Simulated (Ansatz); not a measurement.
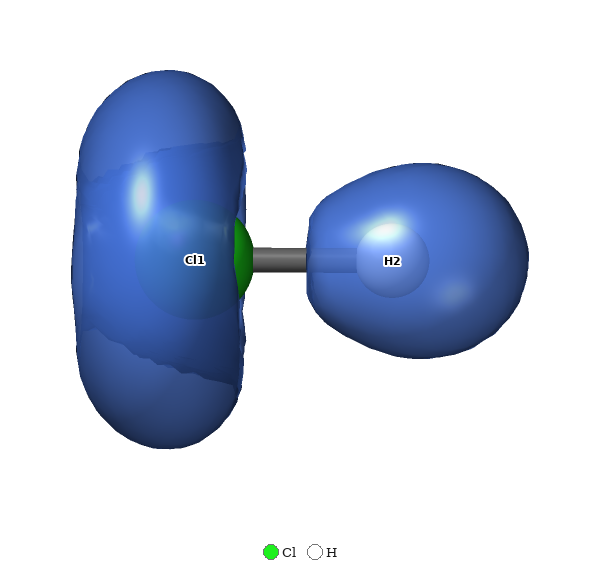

Figure. HCl (SMILES Cl). Isosurface of the ELF at 0.85 (blue), seen from one side. Only the valence region is drawn (cores and ρ < 0.01 e/Å³ removed).

Geometry: PBE0-D4/def2-TZVP.

These are results of RKS PBE0-D4/def2-TZVPP (Ansatz), not measurements.

```xyz
2

Cl    0.5460   -0.1785    0.2808
H    -0.5460    0.1785   -0.2808
```

### Where are the electrons localised?

At this value the surface marks out one region around a hydrogen nucleus and one ring or bowl of non-bonding electrons around Cl. Along the contacts the grid gives the following. Cl–H (1.28 Å): the ELF climbs to about 1 towards the hydrogen, as it does in any bond to H.
